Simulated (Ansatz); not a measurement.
# CHF2 (difluoromethyl radical) at UBHLYP/STO-3G

Aim: the electronic atomisation energy of CHF2 (difluoromethyl radical) at UBHLYP/STO-3G, from 4 runs. 

The results are computed with Ansatz 0.2.0.

57 further runs of the same task are left out: 10 that didn't finish, 47 set aside as unsound or not needed.

### 1 The system as given

The species is CHF2 (4 atoms), meant as a doublet with charge 0. SMILES: `F[CH]F`. The shape is that of a PBE0-D4/def2-TZVP optimisation.

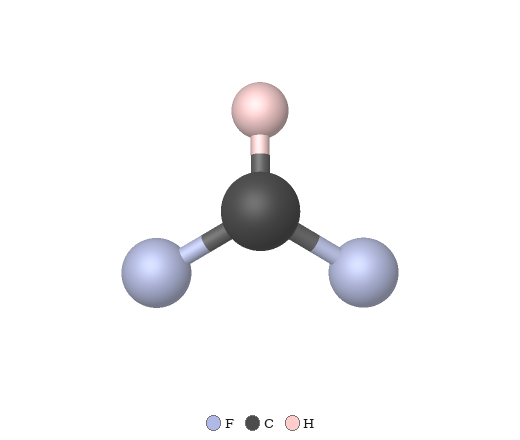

The structure, seen from a chosen angle (fluorine light blue, carbon dark grey, hydrogen pink).

### 2 A single-point energy at UBHLYP/STO-3G

The input, in.yaml:

```yaml
basis:
  gaussian: {orbitals: STO-3G}
crystal:
  periodic: [false, false, false]
  atoms:
    - {symbol: F, position_ang: [-1.208200, 0.264600, -0.141700]}
    - {symbol: C, position_ang: [0.038600, 0.063400, 0.244400]}
    - {symbol: F, position_ang: [0.433100, -1.166800, -0.029600]}
    - {symbol: H, position_ang: [0.736500, 0.838700, -0.073100]}
magnetization: {spin_polarized: true, initial_magnetization: 1}
hamiltonian: {xc: {name: BHLYP}}
accuracy: high
```

Run with:

```console
$ ansatz run in.yaml --threads 1 --pin off --max-ram 2610MiB --events-out events.jsonl --progress --plain --runs-dir runs
```

The log of the run:

```text
Warning: RAYON_NUM_THREADS=1 ignored (pool sized by the plan → 1); use --threads N
Functional definition: BHLYP
  name "BHLYP"
  parameter a = 0.5
  exchange = (1 - a)*b88_x + a*exact_x
  correlation = lyp_c
272 factors; integrals over basis functions are off by at most 5.2e-8 eV
mean field evaluation 1: about -6390.1376 eV, gradient 1.2e1 eV
mean field evaluation 2: about -6390.8471 eV, gradient 7.5e0 eV
mean field evaluation 4: about -6391.1856 eV, gradient 2.6e-1 eV
mean field evaluation 8: about -6391.2434 eV, gradient 4.0e-3 eV
mean field evaluation 16: about -6391.2434 eV, gradient 5.2e-7 eV
mean field -6391.24336881 eV, -234.8738616633 hartree, gradient 4.0e-8 eV, S^2 0.751640; 0 other end points of the search recorded, 0 dependent functions left out
reference -6391.24338089 eV, -234.8738621073 hartree; 13, 12 occupied and 3, 4 virtual orbitals, 272 factors
Total energy: -6391.24338089 eV, -234.8738621073 hartree
```

Run time: 1.2 s. Hardware: 1 thread of Arm Neoverse V1, shared host; peak memory 0.11 GiB.

### 3 The C atom at the same level

The input, job.yaml:

```yaml
crystal:
  periodic: [false, false, false]
  atoms:
    - {symbol: C, position_ang: [0.000000, 0.000000, 0.000000]}
basis:
  gaussian:
    orbitals: STO-3G
magnetization:
  spin_polarized: true
  initial_magnetization: 2
hamiltonian:
  xc: {name: BHLYP}
accuracy: high
```

Run the same way, it converges to -37.34735 Eh (log not shown).

### 4 The F atom, same level

The input, job.yaml:

```yaml
crystal:
  periodic: [false, false, false]
  atoms:
    - {symbol: F, position_ang: [0.000000, 0.000000, 0.000000]}
basis:
  gaussian:
    orbitals: STO-3G
magnetization:
  spin_polarized: true
  initial_magnetization: 1
hamiltonian:
  xc: {name: BHLYP}
accuracy: high
```

Run the same way, it converges to -98.27228 Eh (log not shown).

### 5 The H atom, same level

The input, job.yaml:

```yaml
crystal:
  periodic: [false, false, false]
  atoms:
    - symbol: H
      position_ang: [0.000000, 0.000000, 0.000000]
basis:
  gaussian: {orbitals: STO-3G}
magnetization: {spin_polarized: true, initial_magnetization: 1}
hamiltonian: {xc: {name: BHLYP}}
accuracy: high
```

Run the same way, it converges to -0.46466 Eh (log not shown).

### 6 Outcome

Level: UBHLYP/STO-3G.

| quantity | value |
| --- | --- |
| molecule: total energy | -234.87386 Eh |
| molecule: ⟨S²⟩ | 0.752 |
| C atom: total energy | -37.34735 Eh |
| C atom: ⟨S²⟩ | 2.000 |
| F atom: total energy | -98.27228 Eh |
| F atom: ⟨S²⟩ | 0.750 |
| H atom: total energy | -0.46466 Eh |
| H atom: ⟨S²⟩ | 0.750 |
| electronic atomisation energy | 14.076 eV |

In words: Taking the molecule apart into free atoms costs 14.08 eV (325 kcal/mol), before zero-point energy and without spin-orbit coupling. In a minimal basis such a difference can be off by several eV, whatever the method.
